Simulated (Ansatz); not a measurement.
# Si2H4F2 (SMILES F[SiH](F)[SiH3]) at HF/3-21G

Aim: the electronic atomisation energy of Si2H4F2 at HF/3-21G, from 4 runs. 

The results are computed with Ansatz 0.2.0.

50 further runs of the same task are left out: 50 set aside as unsound or not needed.

## Step 1: The system as given

Si2H4F2: 8 atoms, total charge 0, spin state singlet. SMILES: `F[SiH](F)[SiH3]`. The coordinates come from a PBE0-D4/def2-TZVP relaxation.

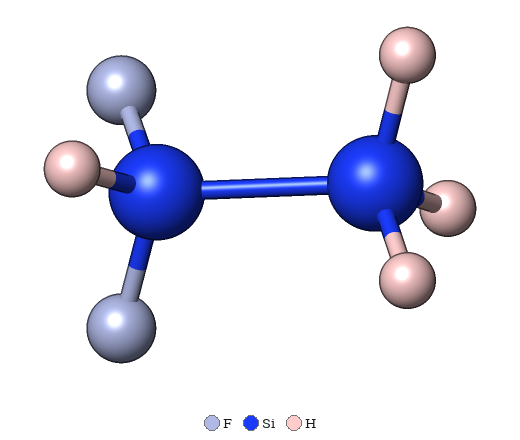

Viewed from a chosen angle; fluorine light blue, silicon blue, hydrogen pink.

## Step 2: The energy at HF/3-21G

Input file job.yaml:

```yaml
crystal:
  periodic: [false, false, false]
  atoms:
    - {symbol: F, position_ang: [0.971900, -1.046400, 1.729500]}
    - {symbol: Si, position_ang: [1.061800, -0.320500, 0.314000]}
    - {symbol: F, position_ang: [1.618700, -1.392500, -0.725000]}
    - {symbol: Si, position_ang: [-1.075200, 0.372800, -0.346900]}
    - {symbol: H, position_ang: [2.081000, 0.748800, 0.431800]}
    - {symbol: H, position_ang: [-1.595200, 1.352300, 0.642900]}
    - {symbol: H, position_ang: [-0.983200, 1.025300, -1.679300]}
    - {symbol: H, position_ang: [-1.987700, -0.796800, -0.422700]}
basis:
  gaussian:
    orbitals: 3-21G.json
magnetization:
  spin_polarized: false
hamiltonian:
  xc: hf
accuracy: high
output: {orbitals: {seedname: orbitals}}
```

The basis set 3-21G is read from a file made from the Basis Set Exchange's data (not shown).

The run is started by

```sh
$ ansatz run job.yaml --threads 1 --pin off --max-ram 3480MiB --events-out events.jsonl --progress --plain --runs-dir runs
```

Log:

```text
Warning: RAYON_NUM_THREADS=1 ignored (pool sized by the plan → 1); use --threads N
Functional definition: HF
  name "HF"
  exchange = exact_x
  correlation = 0
1150 factors; integrals over basis functions are off by at most 5.8e-9 eV
mean field evaluation 1: about -21086.9984 eV, gradient 3.2e1 eV
mean field evaluation 2: about -21087.2732 eV, gradient 3.3e1 eV
mean field evaluation 4: about -21089.3437 eV, gradient 1.5e0 eV
mean field evaluation 8: about -21089.3708 eV, gradient 6.6e-2 eV
mean field evaluation 16: about -21089.3708 eV, gradient 2.0e-8 eV
mean field -21089.37081137 eV, -775.0200824290 hartree, gradient 2.0e-8 eV, S^2 0.000000; 0 other end points of the search recorded, 0 dependent functions left out
reference -21089.37081137 eV, -775.0200824290 hartree; 25, 25 occupied and 27, 27 virtual orbitals, 1150 factors
Total energy: -21089.37081137 eV, -775.0200824290 hartree
```

Run time: 0.59 s. Hardware: 1 thread of Intel Xeon 6975P-C (Granite Rapids), shared host; peak memory 0.12 GiB.

## Step 3: The F atom, same level

Input file job.yaml:

```yaml
basis:
  gaussian:
    orbitals: 3-21G.json
crystal:
  periodic: [false, false, false]
  atoms:
    - {symbol: F, position_ang: [0.000000, 0.000000, 0.000000]}
magnetization:
  spin_polarized: true
  initial_magnetization: 1
hamiltonian:
  xc: hf
accuracy: high
```

The basis set 3-21G is read from a file made from the Basis Set Exchange's data (not shown).

Run the same way, it converges to -98.84501 Eh (log not shown).

## Step 4: The H atom, same level

Input file molecule.yaml:

```yaml
crystal:
  periodic: [false, false, false]
  atoms:
    - {symbol: H, position_ang: [0.000000, 0.000000, 0.000000]}
basis:
  gaussian: {orbitals: 3-21G.json}
total_charge: 0
magnetization: {spin_polarized: true, initial_magnetization: 1}
hamiltonian: {xc: hf}
accuracy: high
```

The basis set 3-21G is read from a file made from the Basis Set Exchange's data (not shown).

Run the same way, it converges to -0.49620 Eh (log not shown).

## Step 5: The Si atom at the same level

Input file molecule.yaml:

```yaml
crystal:
  periodic: [false, false, false]
  atoms:
    - {symbol: Si, position_ang: [0.000000, 0.000000, 0.000000]}
basis:
  gaussian: {orbitals: 3-21G.json}
accuracy: high
magnetization: {spin_polarized: true, initial_magnetization: 2}
hamiltonian: {xc: hf}
```

The basis set 3-21G is read from a file made from the Basis Set Exchange's data (not shown).

Run the same way, it converges to -287.34443 Eh (log not shown).

## Step 6: What came out

At HF/3-21G:

| quantity | value |
| --- | --- |
| molecule: total energy | -775.02008 Eh |
| molecule: HOMO energy | -11.60 eV |
| molecule: LUMO energy | 3.37 eV |
| molecule: HOMO–LUMO gap | 14.96 eV |
| F atom: total energy | -98.84501 Eh |
| F atom: ⟨S²⟩ | 0.750 |
| H atom: total energy | -0.49620 Eh |
| H atom: ⟨S²⟩ | 0.750 |
| Si atom: total energy | -287.34443 Eh |
| Si atom: ⟨S²⟩ | 2.000 |
| electronic atomisation energy | 17.862 eV |

What this shows: Taking the molecule apart into free atoms costs 17.86 eV (1723 kJ/mol), before zero-point energy and without spin-orbit coupling. Hartree–Fock lacks the correlation of the bonding pairs, which as a rule makes this value much too low; in minimal bases other errors can mask that. The basis has no polarisation functions, which makes bonds too weak.
